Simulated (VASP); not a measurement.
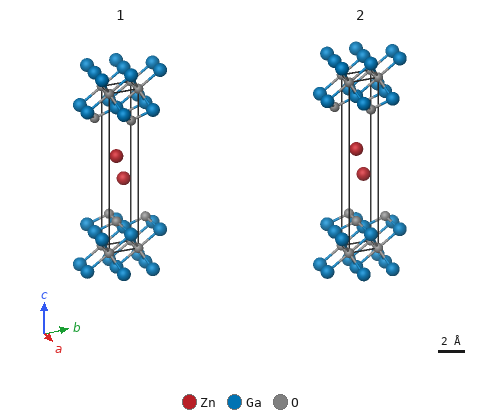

Two geometries of solid Zn$_{2}$Ga$_{2}$O$_{3}$ (a generated structure, set up in P-3m1), drawn at one scale. One is the start of a relaxation, the other its converged end. A ball-and-stick model of the cell of the calculation, seen slightly off an axis.

Computed with Kohn-Sham DFT of a periodic cell, PBE, VASP PAW PBE potentials, recommended (VASP 6.6.1). Set-up: plane-wave cutoff 520 eV; k-point mesh 12 × 12 × 4; occupations gaussian; smearing width 0.1 eV; no spin polarisation.

Q: Which of the two is the end point?

A: Structure 2 is the relaxed one. The run lets cell and atoms move. The largest moves relative to the cell, 0.13 Å, are those of O atoms. Largest moves by element: O 0.13 Å, Ga 0.09 Å, Zn 0.03 Å. The drawn cell changes as follows: a = b 2.996 → 2.980 Å (−0.5 %), c 12.620 → 13.521 Å (+7.1 %); the volume changes by +6.0 %. The space group stays P-3m1 (No. 164). The energy falls by 44.6 meV per cell of the calculation in 41 geometry steps. Largest force component: 0.12 eV/Å at the start, 0.0078 eV/Å at the end. The pressure goes from 1.35 to 0.04 GPa.

Limits of the set-up: layers or molecules are held without a dispersion correction, so their spacing is unreliable.
